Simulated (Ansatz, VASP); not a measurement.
**Cross-check of Hf2Sb3Te between VASP and Ansatz**

One calculation is typed for both programs; each brings its own data sets and cutoff. How far apart do they land?

Method: plane waves, with VASP 6.6.1 beside it; single point at r2SCAN with rVV10, in Ansatz 0.2.0.

### Step 1. The structure

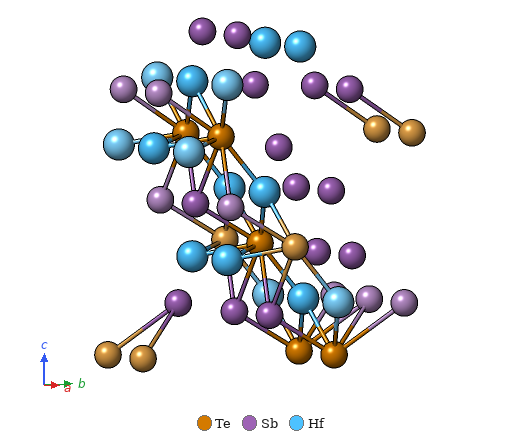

The cell as given, from the side, with the c axis up (tellurium orange, antimony purple, hafnium blue). Some periodic images of atoms are drawn too.

The cell holds 18 atoms: 3 Te, 9 Sb and 6 Hf. Its edges and angles: a = 3.692 Å, b = 8.751 Å, c = 28.479 Å, α = 90.0°, β = 90.0°, γ = 90.0°. It derives from Hf2Sb3Te. The (1 0 0) slab of Hf2Sb3Te, cut from the database cell (so at first; earlier steps may have moved the atoms). Vacuum lies along c.

### Step 2. VASP: single point, r2SCAN with rVV10

With cell and atoms fixed, the geometry can't cause a difference; cores, projectors, grids and the points listed under the comparison can.

Lines of VASP's logs that name or quote its potential files are left out, and so is its time.

INCAR reads:

```
SYSTEM = Hf2Sb3Te
PREC = Normal
ENCUT = 300
EDIFF = 1E-06
NELM = 120
ISMEAR = 0
SIGMA = 0.05
LREAL = Auto
ALGO = Normal
METAGGA = R2SCAN
LUSE_VDW = .TRUE.
IVDW_NL = 2
BPARAM = 11.95
CPARAM = 0.0093
LASPH = .TRUE.
NBANDS = 92
ISPIN = 2
MAGMOM = 0.6 0.6 0.6 0.6 0.6 0.6 0.6 0.6 0.6 0.6 0.6 0.6 0.6 0.6 0.6 0.6 0.6 0.6
LMAXMIX = 4
LORBIT = 11
LWAVE = .TRUE.
LCHARG = .TRUE.
IDIPOL = 3
LDIPOL = .TRUE.
DIPOL = 0.5 0.5 0.51
LVHAR = .TRUE.
LVACPOTAV = .TRUE.
LELF = .TRUE.
NEDOS = 1500
```

POSCAR reads:

```
Hf2Sb3Te
1.0
    3.6922890000      0.0000000000      0.0000000000
    0.0000000000      8.7512272489      0.0000000000
    0.0000000000      0.0000000000     28.4786970261
Te Sb Hf
3 9 6
Direct
    0.0000000000      0.8713238300      0.2633547500
    0.5000000000      0.5754243400      0.4269952300
    0.0000000000      0.2793933548      0.5887884899
    0.0000000000      0.5333781200      0.3237578900
    0.5000000000      0.1472879900      0.3411047600
    0.0000000000      0.9660091400      0.4093642800
    0.5000000000      0.2374786200      0.4873983700
    0.0000000000      0.8563749570      0.5056483233
    0.5000000000      0.6738880251      0.5680939483
    0.0000000000      0.9529186660      0.6550059306
    0.5000000000      0.5488869497      0.6609858295
    0.0000000000      0.3657624932      0.7381351500
    0.5000000000      0.8017334300      0.3441113300
    0.0000000000      0.3130736200      0.4063704800
    0.0000000000      0.5081067881      0.5059897840
    0.5000000000      0.0201596123      0.5703399210
    0.5000000000      0.2208670177      0.6682184839
    0.0000000000      0.6942174965      0.7195227700
```

KPOINTS reads:

```
Automatic mesh
0
Gamma
4 2 1
0 0 0
```

The projector-augmented-wave data sets are Te, Sb and Hf (PBE family, release 64).

Launch:

```console
mpirun -np 4 vasp_std
```

Numbers of over 12 decimals in the logs are rounded to 6 here.

The program printed:

```text
[banner, memory and clock lines left out]
running    4 mpi-ranks, on    1 nodes
 distrk:  each k-point on    4 cores,    1 groups
 distr:  one band on    1 cores,    4 groups

 POSCAR found type information on POSCAR TeSbHf
 POSCAR found :  3 types and      18 ions
|                                                                             |
|               ----> ADVICE to this user running VASP <----                  |
|                                                                             |
|     You have switched on vdW-DFT.                                           |
|     This routine was written and supplied by Jiri Klimes. We recommend      |
|     that you carefully read and cite the following publications:            |
|       J. Klimes, D.R. Bowler, A. Michelides                                 |
|          J. Phys.: Cond Matt. 22 022201 (2010)                              |
|       J. Klimes, D.R. Bowler, A. Michelides                                 |
|          Phys. Rev. B. 83, 195131 (2011)                                    |
|     and references therein.                                                 |
|                                                                             |

|                                                                             |
|               ----> ADVICE to this user running VASP <----                  |
|                                                                             |
|     You enforced a specific xc type in the INCAR file but a different       |
|     [... a line on the potential file left out ...]
|     I HOPE YOU KNOW WHAT YOU ARE DOING!                                     |
|                                                                             |

 LDA part: xc-table for (None), standard interpolation
 POSCAR, INCAR and KPOINTS ok, starting setup
 FFT: planning ... GRIDC
 FFT: planning ... GRID_SOFT
 FFT: planning ... GRID
 WAVECAR not read
 entering main loop
       N       E                     dE             d eps       ncg     rms          rms(c)
Total rVV10 correction in eV:      2.9548659   165.2780662
DAV:   1    -0.177319476575E+03   -0.17732E+03   -0.19912E+04  2216   0.465E+02
DAV:   2    -0.549580439615E+03   -0.37226E+03   -0.34856E+03  2828   0.116E+02
DAV:   3    -0.585281620922E+03   -0.35701E+02   -0.34458E+02  2872   0.360E+01
DAV:   4    -0.586741050109E+03   -0.14594E+01   -0.14467E+01  3072   0.771E+00
DAV:   5    -0.586789049122E+03   -0.47999E-01   -0.47898E-01  3128   0.153E+00    0.231E+01
Total rVV10 correction in eV:      2.9109665   165.3189377
DAV:   6    -0.600968928853E+03   -0.14180E+02   -0.87203E+01  3104   0.147E+01    0.210E+01
Total rVV10 correction in eV:      2.9056859   165.3327514
DAV:   7    -0.612724161199E+03   -0.11755E+02   -0.20939E+02  3368   0.307E+01    0.210E+01
Total rVV10 correction in eV:      2.8672512   165.4112513
DAV:   8    -0.581782289643E+03    0.30942E+02   -0.96706E+01  2908   0.188E+01    0.140E+01
Total rVV10 correction in eV:      2.8315390   165.5069848
DAV:   9    -0.580133599406E+03    0.16487E+01   -0.11146E+01  2840   0.653E+00    0.708E+00
Total rVV10 correction in eV:      2.8320952   165.5035827
DAV:  10    -0.736743770376E+03   -0.15661E+03   -0.20403E+00  2968   0.305E+00    0.430E+01
Total rVV10 correction in eV:      2.8867274   166.0210616
DAV:  11    -0.578415067935E+03    0.15833E+03   -0.57934E+03  2320   0.774E+01    0.556E+00
Total rVV10 correction in eV:      2.8563938   165.5543126
DAV:  12    -0.578903755240E+03   -0.48869E+00   -0.14472E+00  2748   0.234E+00    0.413E+00
Total rVV10 correction in eV:      2.8522072   165.4523041
DAV:  13    -0.578707750211E+03    0.19601E+00   -0.13560E+00  2744   0.168E+00    0.298E+00
Total rVV10 correction in eV:      2.8536509   165.4165387
DAV:  14    -0.578953777992E+03   -0.24603E+00   -0.47953E-01  2712   0.128E+00    0.248E+00
Total rVV10 correction in eV:      2.8649219   165.3712148
DAV:  15    -0.579231069416E+03   -0.27729E+00   -0.55145E-01  2480   0.119E+00    0.193E+00
Total rVV10 correction in eV:      2.8786586   165.3472134
DAV:  16    -0.579429965565E+03   -0.19890E+00   -0.99163E-01  2236   0.144E+00    0.167E+00
Total rVV10 correction in eV:      2.8879829   165.3420406
DAV:  17    -0.579569888798E+03   -0.13992E+00   -0.26812E-01  2584   0.935E-01    0.180E+00
Total rVV10 correction in eV:      2.8902858   165.3444369
DAV:  18    -0.579545293204E+03    0.24596E-01   -0.14600E-01  2392   0.689E-01    0.166E+00
Total rVV10 correction in eV:      2.8877592   165.3663499
DAV:  19    -0.579249580394E+03    0.29571E+00   -0.41380E-01  2512   0.104E+00    0.122E+00
Total rVV10 correction in eV:      2.8871277   165.3733800
DAV:  20    -0.579306973443E+03   -0.57393E-01   -0.67745E-02  2564   0.528E-01    0.100E+00
Total rVV10 correction in eV:      2.8867142   165.3784220
DAV:  21    -0.579474005093E+03   -0.16703E+00   -0.54283E-02  2484   0.463E-01    0.883E-01
Total rVV10 correction in eV:      2.8869325   165.3786085
DAV:  22    -0.579570077036E+03   -0.96072E-01   -0.46834E-02  2236   0.440E-01    0.757E-01
Total rVV10 correction in eV:      2.8882338   165.3683413
DAV:  23    -0.579690784487E+03   -0.12071E+00   -0.87720E-02  2572   0.534E-01    0.643E-01
Total rVV10 correction in eV:      2.8866703   165.3702555
DAV:  24    -0.579775033366E+03   -0.84249E-01   -0.69664E-02  2460   0.484E-01    0.503E-01
Total rVV10 correction in eV:      2.8858911   165.3727471
DAV:  25    -0.579839802361E+03   -0.64769E-01   -0.45920E-02  2508   0.406E-01    0.384E-01
Total rVV10 correction in eV:      2.8866788   165.3644172
DAV:  26    -0.580359070157E+03   -0.51927E+00   -0.26361E-02  2528   0.315E-01    0.740E+00
Total rVV10 correction in eV:      2.9017187   165.4595096
DAV:  27    -0.579679943942E+03    0.67913E+00   -0.41797E+02  2376   0.494E+00    0.864E-01
Total rVV10 correction in eV:      2.8940076   165.3728900
DAV:  28    -0.579884689101E+03   -0.20475E+00   -0.17787E-02  2312   0.336E-01    0.309E-01
Total rVV10 correction in eV:      2.8916201   165.3542855
DAV:  29    -0.579902012111E+03   -0.17323E-01   -0.44391E-03  2368   0.189E-01    0.250E-01
Total rVV10 correction in eV:      2.8908792   165.3472753
DAV:  30    -0.579908249111E+03   -0.62370E-02   -0.32060E-03  2428   0.139E-01    0.234E-01
Total rVV10 correction in eV:      2.8916349   165.3386962
DAV:  31    -0.579903587564E+03    0.46615E-02   -0.20486E-03  2472   0.110E-01    0.209E-01
Total rVV10 correction in eV:      2.8946827   165.3216221
DAV:  32    -0.579893315644E+03    0.10272E-01   -0.45122E-03  2360   0.157E-01    0.194E-01
Total rVV10 correction in eV:      2.8963294   165.3123145
DAV:  33    -0.579887954869E+03    0.53608E-02   -0.17029E-03  2536   0.997E-02    0.190E-01
Total rVV10 correction in eV:      2.8974649   165.3061064
DAV:  34    -0.579883441143E+03    0.45137E-02   -0.66878E-04  2520   0.747E-02    0.185E-01
Total rVV10 correction in eV:      2.8988778   165.2992879
DAV:  35    -0.579878860407E+03    0.45807E-02   -0.68421E-04  2392   0.705E-02    0.182E-01
Total rVV10 correction in eV:      2.8999586   165.2939526
DAV:  36    -0.579874976532E+03    0.38839E-02   -0.40262E-04  2568   0.592E-02    0.181E-01
Total rVV10 correction in eV:      2.9007856   165.2896202
DAV:  37    -0.579872167707E+03    0.28088E-02   -0.33012E-04  2392   0.505E-02    0.180E-01
Total rVV10 correction in eV:      2.9014198   165.2855207
DAV:  38    -0.579869742659E+03    0.24250E-02   -0.35547E-04  2560   0.470E-02    0.181E-01
Total rVV10 correction in eV:      2.9015005   165.2846759
DAV:  39    -0.579869290744E+03    0.45191E-03   -0.62227E-05  2632   0.227E-02    0.181E-01
Total rVV10 correction in eV:      2.9015365   165.2845629
DAV:  40    -0.579869222708E+03    0.68036E-04   -0.12836E-05  2428   0.118E-02    0.181E-01
Total rVV10 correction in eV:      2.9015925   165.2845057
DAV:  41    -0.579869163745E+03    0.58963E-04   -0.12541E-05  2368   0.110E-02    0.181E-01
Total rVV10 correction in eV:      2.9016136   165.2844911
DAV:  42    -0.579869149719E+03    0.14027E-04   -0.76264E-06  2208   0.953E-03    0.181E-01
Total rVV10 correction in eV:      2.9016246   165.2844898
DAV:  43    -0.579869154624E+03   -0.49059E-05   -0.47193E-06  2104   0.767E-03    0.181E-01
Total rVV10 correction in eV:      2.9016429   165.2844908
DAV:  44    -0.579869158394E+03   -0.37699E-05   -0.58659E-06  2112   0.815E-03    0.181E-01
Total rVV10 correction in eV:      2.9016494   165.2844969
DAV:  45    -0.579869171503E+03   -0.13109E-04   -0.44409E-06  2056   0.739E-03    0.181E-01
Total rVV10 correction in eV:      2.9016548   165.2845111
DAV:  46    -0.579869188906E+03   -0.17403E-04   -0.51359E-06  2064   0.798E-03    0.180E-01
Total rVV10 correction in eV:      2.9016571   165.2845242
DAV:  47    -0.579869199302E+03   -0.10396E-04   -0.38848E-06  2056   0.717E-03    0.180E-01
Total rVV10 correction in eV:      2.9016551   165.2845356
DAV:  48    -0.579869209516E+03   -0.10214E-04   -0.29367E-06  2032   0.617E-03    0.180E-01
Total rVV10 correction in eV:      2.9016512   165.2845436
DAV:  49    -0.579869213335E+03   -0.38194E-05   -0.28806E-06  2016   0.631E-03    0.180E-01
Total rVV10 correction in eV:      2.9016464   165.2845489
DAV:  50    -0.579869218836E+03   -0.55007E-05   -0.26380E-06  2000   0.603E-03    0.180E-01
Total rVV10 correction in eV:      2.9016364   165.2845550
DAV:  51    -0.579869230063E+03   -0.11226E-04   -0.29627E-06  1992   0.613E-03    0.180E-01
Total rVV10 correction in eV:      2.9016340   165.2845574
DAV:  52    -0.579869229952E+03    0.11061E-06   -0.23145E-06  1984   0.544E-03
|                                                                             |
|           W    W    AA    RRRRR   N    N  II  N    N   GGGG   !!!           |
|           W    W   A  A   R    R  NN   N  II  NN   N  G    G  !!!           |
|           W    W  A    A  R    R  N N  N  II  N N  N  G       !!!           |
|           W WW W  AAAAAA  RRRRR   N  N N  II  N  N N  G  GGG   !            |
|           WW  WW  A    A  R   R   N   NN  II  N   NN  G    G                |
|           W    W  A    A  R    R  N    N  II  N    N   GGGG   !!!           |
|                                                                             |
|     Did not find any points to average over, which means that no vacuum     |
|     field-free region was found. Please increase the size of  your cell     |
|     in the dimension of the dipole correction to obtain accurate            |
|     workfunction values.                                                    |
|                                                                             |

Total rVV10 correction in eV:      2.9006310   165.2780635
Total rVV10 correction in eV:      2.9016303   165.2845611
   1 F= -.57986923E+03 E0= -.57986457E+03  d E =-.932711E-02  mag=     2.4336
 writing wavefunctions
|                                                                             |
|           W    W    AA    RRRRR   N    N  II  N    N   GGGG   !!!           |
|           W    W   A  A   R    R  NN   N  II  NN   N  G    G  !!!           |
|           W    W  A    A  R    R  N N  N  II  N N  N  G       !!!           |
|           W WW W  AAAAAA  RRRRR   N  N N  II  N  N N  G  GGG   !            |
|           WW  WW  A    A  R   R   N   NN  II  N   NN  G    G                |
|           W    W  A    A  R    R  N    N  II  N    N   GGGG   !!!           |
|                                                                             |
|     Did not find any points to average over, which means that no vacuum     |
|     field-free region was found. Please increase the size of  your cell     |
|     in the dimension of the dipole correction to obtain accurate            |
|     workfunction values.                                                    |
|                                                                             |
```

(Part 1 of 3 ends here.)

[Lines on the potential files, build, host, timing and source positions are cut from VASP's logs without a mark.]

[Logs are printed without paths, hosts, clocks, repeated set-up lines and the standing remarks that a program may print on its own settings, such as how far it seeks lower states.]

[Hosts, paths, dates, database ids (printed as entryN), source tags and the programs' standing remarks are cut or masked in the printed files.]
